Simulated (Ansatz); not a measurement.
# Calculations on SiH2OBrF3

Part 1: Relaxation

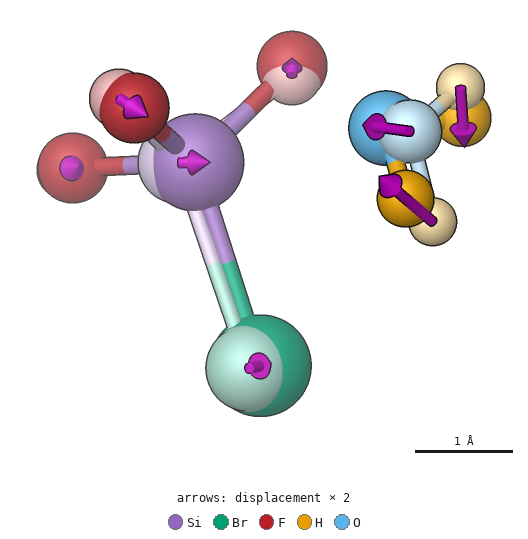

A relaxation of SiH2OBrF3. The starting structure is drawn faded, the final one solid; purple arrows show the displacements, magnified 2 times. The two geometries are superimposed by the best rigid fit.

A ball-and-stick model, seen at a tilt.

The run prepares an end point of a later path (reaction) calculation, from a guessed geometry.

The calculation used RKS B3LYP-D4/def2-SVP in Ansatz.

Input file:
```yaml
crystal:
  periodic: [false, false, false]
  atoms:
    - { symbol: Si, position_ang: [-0.463019, -0.693837, -0.820882] }
    - { symbol: Br, position_ang: [1.552084, -1.468553, -0.110392] }
    - { symbol: F, position_ang: [-0.838652, -1.504112, -2.147755] }
    - { symbol: F, position_ang: [-0.36834, 0.848987, -1.23413] }
    - { symbol: F, position_ang: [-1.622994, -0.949128, 0.237276] }
    - { symbol: H, position_ang: [1.147652, 0.751485, 1.567413] }
    - { symbol: O, position_ang: [0.252504, 1.121437, 1.542434] }
    - { symbol: H, position_ang: [0.340766, 1.89362, 0.965937] }
basis:
  gaussian: { orbitals: def2-SVP }
hamiltonian:
  xc: b3lyp
  dispersion: d4
relax:
  f_tol: 0.03
  max_steps: 50
```

Run as
```bash
ansatz run input.yaml --threads 2 --pin off --max-ram 3072MiB --backend cpu --events-out ev --progress --plain --runs-dir out
```

Question: Describe the change and its energy.

Answer: Over 27 accepted moves (28 points after the start) the energy falls by 2.27 kcal/mol. The largest force component goes from 1 to 0.027 eV/Å. The line search rejected the trial step at point 13 of the run. The forces were under the threshold at step 12, but the run went on from there. The atom that moves furthest after the best rigid fit is H6 (0.55 Å). Largest moves by element: H 0.55 Å, O 0.41 Å, Br 0.23 Å, F 0.22 Å, Si 0.18 Å. Some distances before and after: Si1–O7 3.065 → 2.502 Å, Si1–Br2 2.273 → 2.208 Å, Si1–F3 1.599 → 1.611 Å, Si1–F5 1.591 → 1.599 Å. Among the angles between lasting bonds that change: F3–Si1–F4 106.7° → 102.4°, F3–Si1–F5 107.4° → 103.1°, F4–Si1–F5 111.7° → 115.8°.

Limits of the set-up: the start holds two separate molecules, 2.5 Å apart at their closest, whose relative position is a soft coordinate.

Part 2: Relaxation

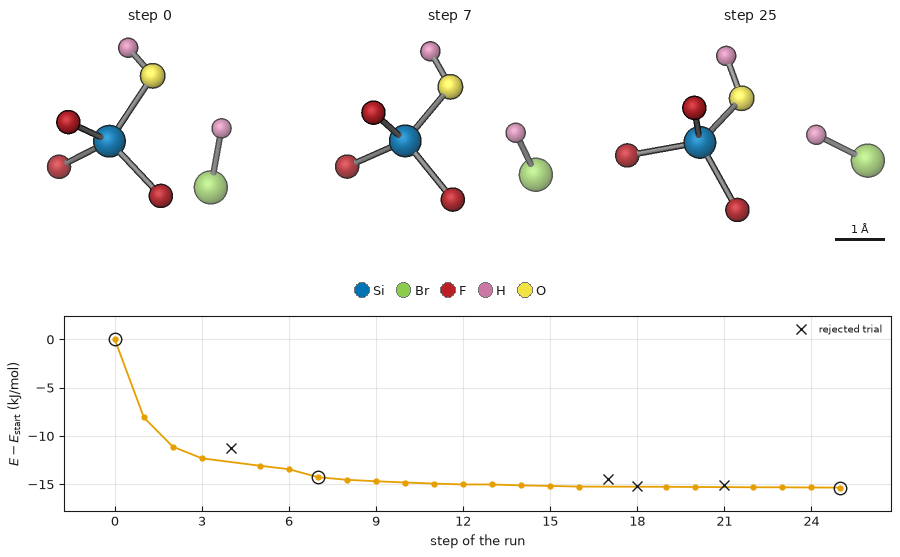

Frames of a relaxation of SiH$_{2}$OBrF$_{3}$, marked on the history of the run. The picture is a ball-and-stick view, seen from a free direction.

The run prepares an end point of a later path (reaction) calculation, from a guessed geometry.

The calculation used RKS B3LYP-D4/def2-SVP (Ansatz).

Input file:
```yaml
crystal:
  periodic: [false, false, false]
  atoms:
    - { symbol: Si, position_ang: [-0.879741, -0.049782, -0.404482] }
    - { symbol: Br, position_ang: [2.674625, -0.684585, -0.206664] }
    - { symbol: F, position_ang: [-0.555856, -1.59933, -0.550492] }
    - { symbol: F, position_ang: [-0.258567, 0.802786, -1.601131] }
    - { symbol: F, position_ang: [-2.464208, 0.137096, -0.455533] }
    - { symbol: H, position_ang: [1.809191, -0.464886, 0.969027] }
    - { symbol: O, position_ang: [-0.257954, 0.455771, 1.1016] }
    - { symbol: H, position_ang: [-0.06749, 1.402831, 1.147574] }
basis:
  gaussian: { orbitals: def2-SVP }
hamiltonian:
  xc: b3lyp
  dispersion: d4
relax:
  f_tol: 0.03
  max_steps: 50
```

Command:
```bash
ansatz run input.yaml --threads 2 --pin off --max-ram 3072MiB --backend cpu --events-out ev --progress --plain --runs-dir out
```

Q: Describe the path.

A: The atom that moves furthest after the best rigid fit is Br2 (1.29 Å). Largest moves by element: Br 1.29 Å, F 0.93 Å, O 0.67 Å, H 0.21 Å, Si 0.20 Å. Among the contacts that change: Si1–O7 1.706 → 1.633 Å, Br2–H6 1.476 → 1.436 Å. Among the angles between lasting bonds that change: Si1–O7–H8 113.8° → 121.0°, F3–Si1–F4 111.9° → 109.6°. Groups turn about Si1–O7 by about 20°. After 21 accepted moves (25 points after the start) the energy has fallen by 15.3 kJ/mol. The largest force component goes from 1.8 to 0.0039 eV/Å. The line search rejected the trial steps at points 4, 17, 18, 21 of the run. The forces were under the threshold at step 15, but the run went on from there. From step 0 to 7: Br2 moves most (0.62 Å), energy −14.3 kJ/mol. From step 7 to 25: Br2 moves most (0.73 Å), energy −1.08 kJ/mol.

Limits of the set-up: the start holds two separate molecules, 2.3 Å apart at their closest, whose relative position is a soft coordinate.

Part 3: Path

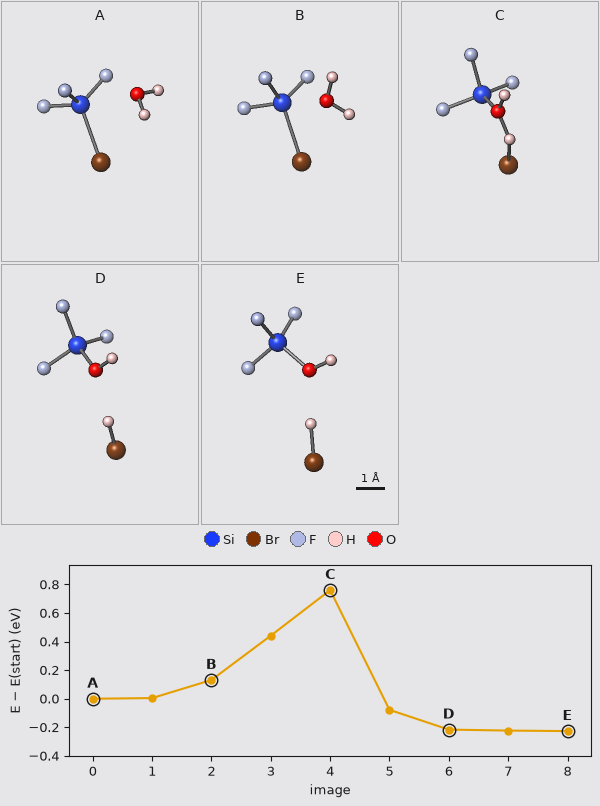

A search for the minimum-energy path of SiH2OBrF3, made up at the start of SiBrF$_{3}$ and H2O by the nudged elastic band. Images are numbered from 0 (start) to 8 (end). Frames A to E are images 0, 2, 4, 6, 8. A ball-and-stick model, seen at a tilt.

Computed with Ansatz, RKS B3LYP-D4/def2-SVP. Run with 7 movable images; climbing image; force threshold 0.05 eV/Å; iteration limit 60; starting path through a guess of the saddle point.

**Describe the mechanism and the energy profile.**

The energy climbs by 0.76 eV to image 4 and then falls by 0.99 eV, so the end point sits at −0.23 eV. Breaking: H–O (0.97 → 1.99 Å), Br–Si (2.21 → 4.52 Å). Forming: Br–H (3.05 → 1.44 Å), O–Si (2.50 → 1.63 Å). The band is converged.

Limits of the set-up: the start holds two separate molecules, 2.5 Å apart at their closest, whose relative position is a soft coordinate.
